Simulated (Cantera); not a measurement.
Input: 1 mol Ti, 0.22 mol O₂, 270 mol H₂, equilibrated at 33.0 mbar.

Cantera equilibrium calculation (NASA polynomials, part measured and part estimated; ideal gas, pure solids and liquids). Candidate condensed phases: H₂O, Ti, TiO, TiO₂, Ti₂O₃, Ti₃O₅, Ti₄O₇; 12 gas species. Each liquid is taken as pure. Mutual solubility and eutectic melting of coexisting phases are not modelled. TiO: taken at fixed stoichiometry. Condensed phases not in the tables: N, O or C dissolved in the metal. The numbers say what is thermodynamically allowed, not how fast it happens.

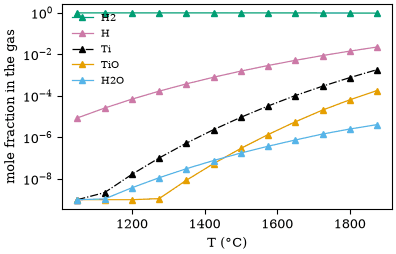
Figure: Equilibrium gas composition (values under 1e-9 drawn at 1e-9)

From 1050 °C to 1650 °C the condensed part is Ti(β) + TiO(s). At 1725 °C the condensed part is Ti(l) + TiO(s). From 1800 °C to 1875 °C the condensed part is Ti(l) + TiO(l).
